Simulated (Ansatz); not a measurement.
## Electronic structure of CH8AlNSi in real space

Input file:

```
crystal:
  periodic: [false, false, false]
  atoms:
    - {symbol: C, position_ang: [-1.051158, -0.772992, -1.020159]}
    - {symbol: Al, position_ang: [0.666840, -0.633133, -0.070117]}
    - {symbol: N, position_ang: [0.749297, -1.048346, 1.689816]}
    - {symbol: Si, position_ang: [2.108025, -1.027186, 2.808671]}
    - {symbol: H, position_ang: [-0.974431, -1.477205, -1.876985]}
    - {symbol: H, position_ang: [-1.884654, -1.119486, -0.374662]}
    - {symbol: H, position_ang: [-1.346046, 0.208352, -1.451514]}
    - {symbol: H, position_ang: [2.025917, -0.167914, -0.754843]}
    - {symbol: H, position_ang: [-0.134720, -1.348008, 2.122752]}
    - {symbol: H, position_ang: [2.381230, -2.385262, 3.398884]}
    - {symbol: H, position_ang: [1.880492, -0.088168, 3.963607]}
    - {symbol: H, position_ang: [3.315767, -0.576356, 2.045652]}
basis:
  gaussian:
    orbitals: def2-TZVPD
hamiltonian:
  xc: pbe0
output: {forces: true, orbitals: {seedname: orbitals}}
```

Command:

```sh
ansatz run input.yaml --threads 2 --pin off --max-ram 4350MiB --events-out events.jsonl --progress --plain --runs-dir runs
```

Geometry: BLYP-D3(BJ)/def2-SVP.

These are results of isolated molecule in a Gaussian basis; Kohn-Sham density functional theory, functional PBE0 (Ansatz 0.2.0), not measurements.

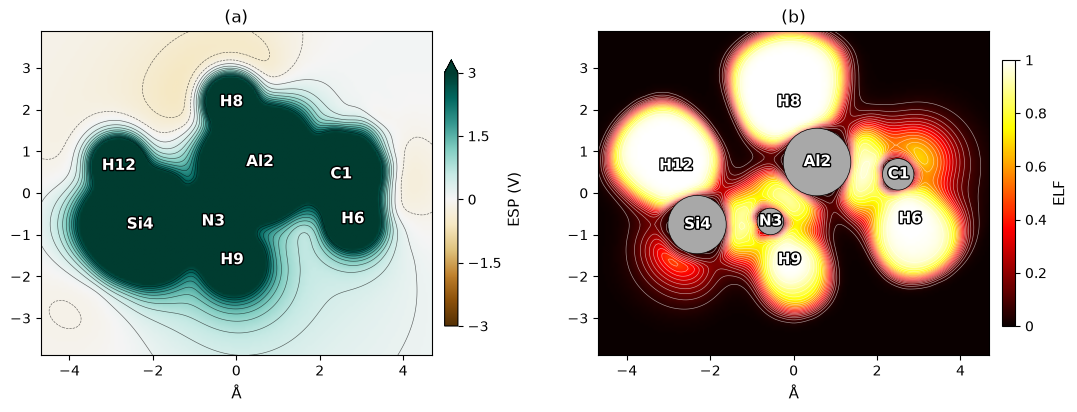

Figure 1. (a) molecular electrostatic potential; (b) electron localisation function on the plane of atoms N3, Si4 and H12. Grey discs cover the atomic cores in the ELF map.

Q: Read the bonding off the picture.

A:
- The section cuts through C, Al, N, Si and H sites.
- Si–N (1.76 Å): the ELF peaks at about 0.90 between the atoms; a polar covalent bond.
- Al–N (1.81 Å): the ELF peaks at about 0.90 in the valence shell of N, 0.7 Å from its nucleus, and is about 0.65 at the midpoint.
- C–Al (1.97 Å): the ELF peaks at about 0.95 between the atoms, as expected for a shared but strongly polarised pair.
- N–H (1.03 Å): the ELF climbs to about 1 towards the hydrogen, as it does in any bond to H: an ordinary covalent bond to hydrogen.
- C–H (1.11 Å): the ELF climbs to about 1 towards the hydrogen: an ordinary covalent bond to hydrogen.
- Outside the dense part of the molecule the potential is most negative (−0.6 V) near H8.

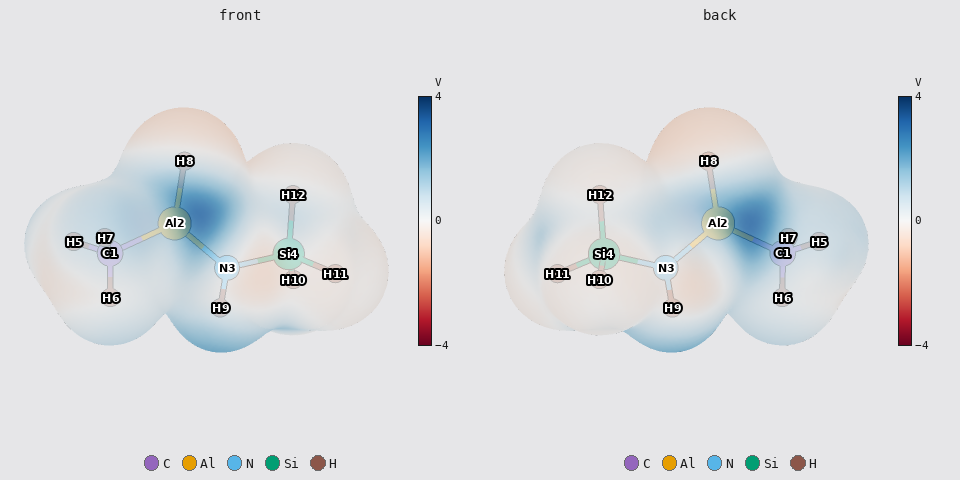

Figure 2. The molecular electrostatic potential painted on the density surface at 0.002 e/bohr³, seen from the front and from behind; red is negative and blue positive.

Q: Where is the surface potential most negative and most positive?

A: The most negative region (about −0.6 V) lies over N3 and H8, the most positive (about +3.0 V) over Al2.

Q: What dipole moment does the calculation give?

A: Its dipole moment is 1.47 D.

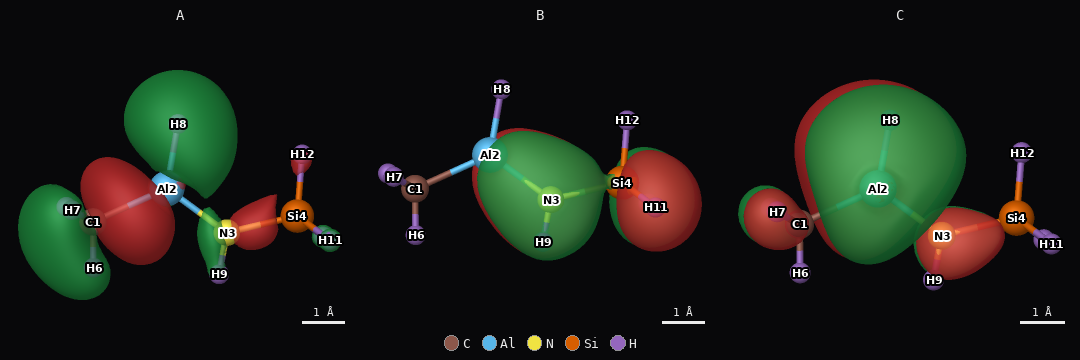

Figure 3. Three frontier orbitals at ±0.06 Å⁻³ᐟ² (green and red are the two phases), in no order.

Q: Order the three orbitals by energy and name them.

A: A is the HOMO−1 (−8.08 eV). Its weight (Hirshfeld) is mainly on C1 (about 40 %), Al2 (about 25 %) and H8 (about 20 %). B is the HOMO (−7.53 eV). It lies mainly on N3 (about 55 %), Si4 (about 15 %), H10 (about 10 %) and H11 (about 10 %). C is the LUMO (−0.55 eV). By Hirshfeld shares it lies mainly on Al2 (about 70 %), H8 (about 5 %) and N3 (about 5 %).

Q: What is the HOMO–LUMO gap?

A: 6.98 eV between the orbital energies.
